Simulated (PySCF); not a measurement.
C₂H₅InO, SMILES C=[CH][InH][OH], singlet at its PBE0/def2-SVP optimised geometry (Å):

```
9

In    -0.2154    -1.2402     0.0000
H     -0.8583    -2.8302     0.0013
C     -1.0930     0.7160     0.0000
C     -0.3421     1.8236     0.0111
H     -2.1843     0.8312    -0.0089
H     -0.7806     2.8302     0.0116
H      0.7542     1.7908     0.0203
O      1.7931    -1.2402     0.0000
H      2.1843    -0.3601    -0.0024
```

Method: PBE0/def2-TZVP, def2 effective core potentials past Kr run with PySCF. The core electrons that the potentials of In replace are not part of the density. Cells within 0.4 Å of a nucleus heavier than hydrogen are left out (blank, or x).

Map of the deformation density (molecule minus spherical neutral atoms) (e/bohr³) on the plane z = 0.0 Å:

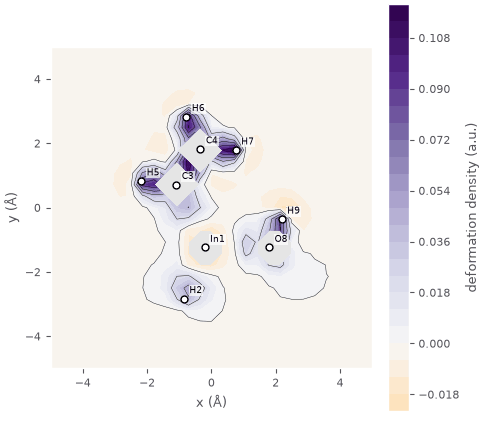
Figure. Deformation density (molecule minus spherical neutral atoms) (e/bohr³) on the plane z = 0.0 Å.
